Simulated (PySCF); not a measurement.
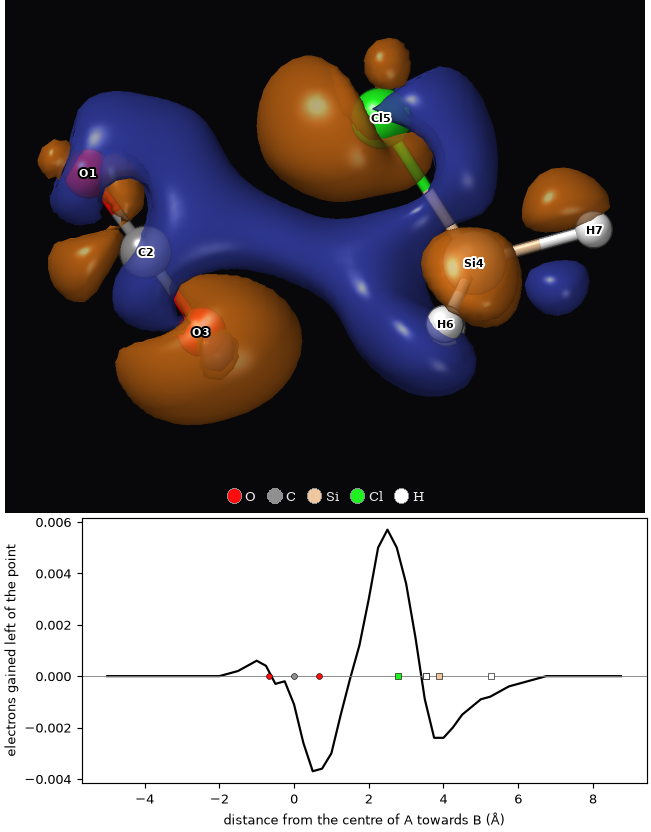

Figure. CH$_{3}$ClO$_{2}$Si, SMILES `O=C=O.[SiH3]Cl`. Density of the complex less the densities of the two fragments at the same geometry, ±0.001 e/Å³ (orange: gain, blue: loss). Fragment A: CO2 (atoms 1–3); fragment B: SiH3Cl. Below: the charge-displacement curve along the line of centres (A on the left).

Computed with PySCF, CAM-B3LYP/cc-pVDZ, geometry: GFN2-xTB. GFN2-xTB bond lengths at metals and heavier atoms can be off by up to 0.1 Å and shapes distorted, which carries into these values.

Input

```python
import numpy as np
from pyscf import gto, scf, dft
from pyscf.scf import atom_ks, atom_hf
from scipy.linalg import block_diag
from pyscf.dispersion import dftd3

def solve(mol, dm0=None, hcore=None):
    mf = (dft.UKS if mol.spin else dft.RKS)(mol, xc='camb3lyp')
    mf.grids.level = 3
    mf = mf.density_fit(auxbasis='def2-universal-jkfit')
    mf.conv_tol, mf.max_cycle = 1e-8, 80
    if hcore is not None:
        mf.get_hcore = lambda *args: hcore
    mf.kernel(dm0)
    if not mf.converged:
        mf = mf.newton().run(mf.mo_coeff, mf.mo_occ, max_cycle=30)
    assert mf.converged, 'SCF not converged'
    return mf

mol = gto.M(atom='''
O     -2.67170     0.62201     0.03374
C     -2.03990    -0.32928    -0.00057
O     -1.42546    -1.29485    -0.03445
Si     1.81265    -0.62259     0.01717
Cl     0.79493     1.12195    -0.01812
H      1.43038    -1.33496     1.22886
H      3.23433    -0.29551     0.03164
H      1.46111    -1.36788    -1.18372
''', basis='cc-pvdz', charge=0, spin=0, verbose=4)
mol_a = gto.M(atom='''
O     -2.67170     0.62201     0.03374
C     -2.03990    -0.32928    -0.00057
O     -1.42546    -1.29485    -0.03445
ghost-Si     1.81265    -0.62259     0.01717
ghost-Cl     0.79493     1.12195    -0.01812
ghost-H      1.43038    -1.33496     1.22886
ghost-H      3.23433    -0.29551     0.03164
ghost-H      1.46111    -1.36788    -1.18372
''', basis='cc-pvdz', charge=0, spin=0, verbose=4)
mol_b = gto.M(atom='''
ghost-O     -2.67170     0.62201     0.03374
ghost-C     -2.03990    -0.32928    -0.00057
ghost-O     -1.42546    -1.29485    -0.03445
Si     1.81265    -0.62259     0.01717
Cl     0.79493     1.12195    -0.01812
H      1.43038    -1.33496     1.22886
H      3.23433    -0.29551     0.03164
H      1.46111    -1.36788    -1.18372
''', basis='cc-pvdz', charge=0, spin=0, verbose=4)
ab, a, b = solve(mol), solve(mol_a), solve(mol_b)
e_int = ab.e_tot - a.e_tot - b.e_tot
print('counterpoise-corrected interaction energy / kcal/mol', e_int * 627.5095)
def disp(atoms, charge):
    m = gto.M(atom=atoms, charge=charge, basis='sto-3g', spin=None, unit='Bohr', verbose=0)
    return dftd3.DFTD3Dispersion(m, xc='camb3lyp', version='d3bj').get_dispersion()['energy']
e_disp = disp(mol._atom, mol.charge) - disp(mol._atom[:3], mol_a.charge) - disp(mol._atom[3:], mol_b.charge)
print('D3(BJ) part / kcal/mol', e_disp * 627.5095)
# spherically averaged free atoms, for the promolecule
atm = atom_ks.get_atm_nrks(mol, xc='camb3lyp')
pro = block_diag(*[(atm[a[0]][2] * atm[a[0]][3]) @ atm[a[0]][2].T for a in mol._atom])
np.savez('result.npz', e_int=e_int, e_disp=e_disp, dm_a=a.make_rdm1(), dm_b=b.make_rdm1(), c=ab.mo_coeff, occ=ab.mo_occ, eps=ab.mo_energy, pro=pro, d=[f.dip_moment(verbose=0) for f in (ab, a, b)])
```

Command:

```sh
OMP_NUM_THREADS=1 python input.py
```

The run took 49 s on 1 thread of Intel(R) Xeon(R) Processor @ 2.50GHz (Skylake/Cascade Lake), on a shared host, peak memory 0.48 GiB.

Partitions, critical points and surface values were worked out afterwards from this run's density.

> How is the density rearranged on binding?

Hirshfeld charges show almost no net transfer (under 0.005 e). By Hirshfeld charges, electrons gather most on O3 (−0.009 e) and leave C2 most (+0.006 e); 0.04 e is displaced in all, which induces a dipole of 0.03 D.

> What is the interaction energy, and which contacts carry it?

The counterpoise-corrected interaction energy of the frozen fragments is −0.4 kcal/mol without dispersion correction and −1.9 kcal/mol with D3(BJ). The pair geometry is semi-empirical, not a minimum at this level. Contacts: O3···Cl5, 3.28 Å, ρ = 0.008 a.u., a bond path close to vanishing (ellipticity 2.2). The pose is a local one from a semi-empirical search, not shown to be the most stable.
